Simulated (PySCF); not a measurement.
# C4H10ClSi2 (SMILES CC[Si]1(Cl)C[SiH]C1) (doublet): what the fields show

Input

```
{"job": {"kind": "epr", "basis": "pcH-1"}, "charge": 0, "multiplicity": 2}
C     -2.525461    -0.314036    -0.314375
C     -1.335538     0.563537    -0.685747
Si     0.166795     0.282626     0.444934
Cl    -0.386313     0.605434     2.381836
C      1.771122     1.225725    -0.019941
Si     2.744924    -0.431054    -0.202041
C      1.111217    -1.373428     0.223770
H     -3.371639    -0.118153    -0.971078
H     -2.266028    -1.367310    -0.397175
H     -2.837098    -0.121161     0.709670
H     -1.049445     0.363018    -1.718015
H     -1.636118     1.611314    -0.644069
H      1.701458     1.835770    -0.916000
H      2.159606     1.869394     0.765643
H      3.834234    -0.617524     0.765179
H      0.724206    -2.023271    -0.556622
H      1.187081    -1.978851     1.124119
```

Command:

```sh
OMP_NUM_THREADS=1 python probes_run.py task.json out
```

Geometry: GFN2-xTB.

These are results of PySCF, UKS B3LYP, pcH-1 on C Cl H Si, non-relativistic, mean-field spin-orbit, GIAO, not measurements.

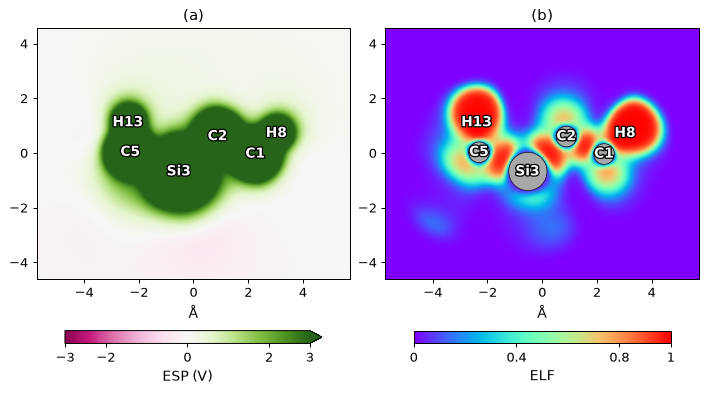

Figure 1. (a) electrostatic potential; (b) electron localisation function on the plane of atoms Si3, C5 and H13. Grey discs cover the atomic cores in the ELF map.

### What do the fields say about this system?

Atoms in the plane: C, Si and H.
C–C (1.52 Å): the ELF peaks at about 0.95 between the atoms: a shared electron pair.
C–Si (1.90 Å): the ELF peaks at about 0.95 between the atoms, as expected for a shared electron pair.
C–H (1.09 Å): the ELF climbs to about 1 towards the hydrogen, as it does in any bond to H: an ordinary covalent bond to hydrogen.
Outside the dense part of the molecule the potential is most negative (−0.4 V) near Cl4, which lies off the plane.

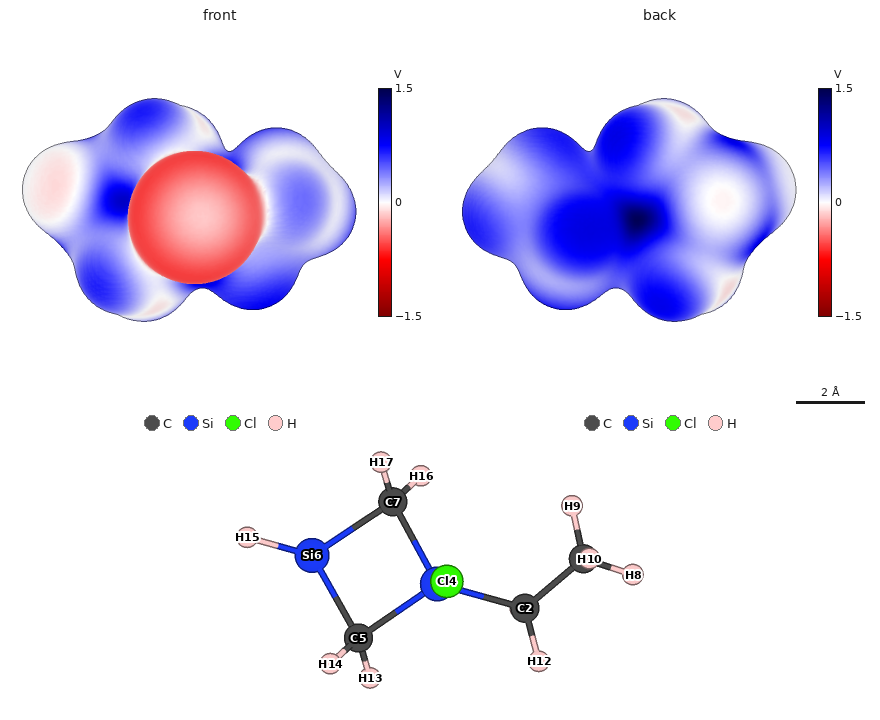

Figure 2. The electrostatic potential painted on the density surface at 0.002 e/bohr³, seen from the front and from behind; red is negative and blue positive. The bare structure is drawn below in the same view.

### Which sites attract a positive test charge, and which a negative one?

A positive charge is drawn to the negative regions and a negative charge to the positive ones. The most negative region (about −0.6 V) lies over Cl4, the most positive (about +1.2 V) over Si3 and Si6.
